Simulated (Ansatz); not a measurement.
```yaml
atoms:
  - { symbol: C, position_ang: [-2.6373, 0.3745, 0.5435] }
  - { symbol: Ga, position_ang: [-0.7827, 0.1474, 1.2303] }
  - { symbol: B, position_ang: [0.8740, -0.0812, 0.0506] }
  - { symbol: C, position_ang: [2.0774, 0.5149, -0.7398] }
  - { symbol: C, position_ang: [1.8802, -0.9886, -0.7196] }
  - { symbol: H, position_ang: [-3.0568, 1.3201, 0.9268] }
  - { symbol: H, position_ang: [-2.7055, 0.3784, -0.5542] }
  - { symbol: H, position_ang: [-3.2738, -0.4381, 0.9334] }
  - { symbol: H, position_ang: [-0.6269, 0.1444, 2.8082] }
  - { symbol: H, position_ang: [1.8758, 1.0603, -1.6705] }
  - { symbol: H, position_ang: [2.9138, 0.9437, -0.1735] }
  - { symbol: H, position_ang: [2.5797, -1.6035, -0.1396] }
  - { symbol: H, position_ang: [1.5404, -1.4872, -1.6361] }
```

Theory: RKS B3LYP/def2-SVP (Ansatz).

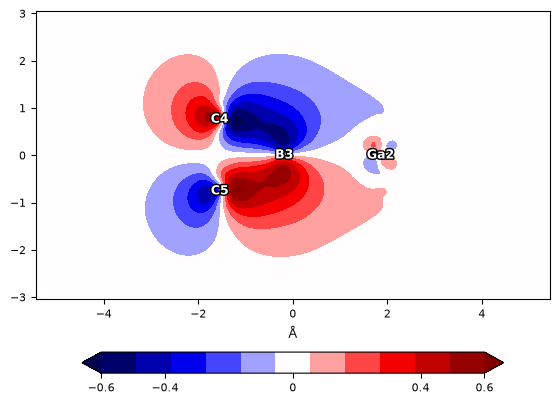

C₃H₈BGa (SMILES [CH3][GaH][B]1CC1). The HOMO−1 on the plane of atoms B3, C5 and C4 (values in Å⁻³ᐟ²; the overall sign is arbitrary).

Question: Describe this orbital and give its energy.

Answer: By Hirshfeld shares it lies mainly on B3 (about 35 %), C4 (about 25 %), C5 (about 25 %) and Ga2 (about 5 %). Its energy is −6.92 eV.
